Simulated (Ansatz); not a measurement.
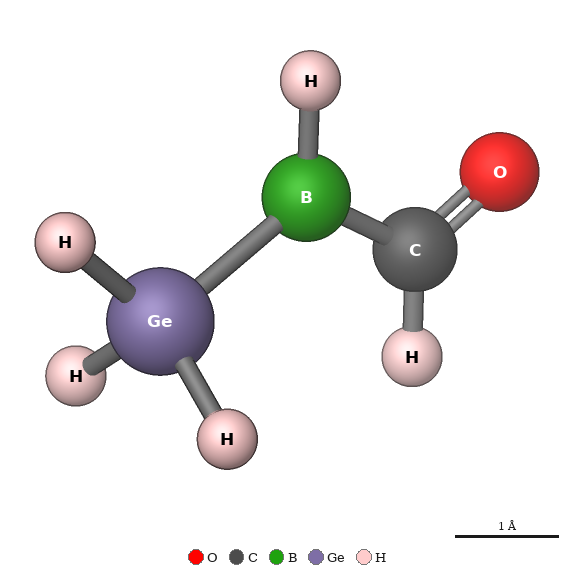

The structure as it stands in the input.

Ansatz 0.2.0 input:

```yaml
crystal:
  periodic: [false, false, false]
  atoms:
    - {symbol: O, position_ang: [-1.208000, 2.370100, 0.735800]}
    - {symbol: C, position_ang: [-0.940000, 1.425900, 0.081200]}
    - {symbol: B, position_ang: [0.050200, 0.407400, 0.662300]}
    - {symbol: Ge, position_ang: [0.687100, -1.215700, -0.389700]}
    - {symbol: H, position_ang: [-1.358800, 1.256400, -0.919800]}
    - {symbol: H, position_ang: [0.547200, 0.598600, 1.746900]}
    - {symbol: H, position_ang: [1.655400, -2.063600, 0.434000]}
    - {symbol: H, position_ang: [-0.609200, -2.061200, -0.687900]}
    - {symbol: H, position_ang: [1.264600, -0.764200, -1.679900]}
basis:
  gaussian: {orbitals: def2-SVP}
hamiltonian: {xc: pbe, dispersion: d4}
relax: {f_tol: 0.03, max_steps: 200}
```

It was started with:

```sh
ansatz run in.yaml --threads 2 --pin off --events-out ev --progress --plain --max-ram 4352MiB
```

Result (its end):

```
mean field -60334.98218592 eV, -2217.2696988128 hartree, gradient 5.2e-6 eV, S^2 0.000000; 1 other end points of the search recorded, 0 dependent functions left out
the calculation of the forces begins
reference -60334.98222065 eV, -2217.2697000892 hartree; 28, 28 occupied and 71, 71 virtual orbitals, 1096 factors
Total energy: -60335.14119914 eV, -2217.2755424410 hartree
Atom 0 at     0.065881     2.098135     0.230841 Å, force     0.009219     0.009738     0.001409 eV/Å
Atom 1 at    -0.982450     1.447964     0.068451 Å, force    -0.006069    -0.006048    -0.000712 eV/Å
Atom 2 at    -0.358080     0.210130     0.715166 Å, force     0.002817    -0.006113    -0.000536 eV/Å
Atom 3 at     0.715689    -1.152307    -0.412409 Å, force    -0.001669    -0.000071    -0.000860 eV/Å
Atom 4 at    -1.894118     1.882414    -0.416983 Å, force    -0.003619     0.001909    -0.001561 eV/Å
Atom 5 at    -0.434760     0.102635     1.923731 Å, force    -0.000160     0.000054     0.000777 eV/Å
Atom 6 at     2.126699    -1.411697     0.181893 Å, force    -0.000355     0.001245     0.001015 eV/Å
Atom 7 at    -0.038486    -2.514162    -0.416131 Å, force    -0.000293    -0.000312     0.000146 eV/Å
Atom 8 at     0.888124    -0.709413    -1.891660 Å, force     0.000131    -0.000402     0.000322 eV/Å
Dipole moment:    -0.388389     0.071540    -0.062805 e Å
```
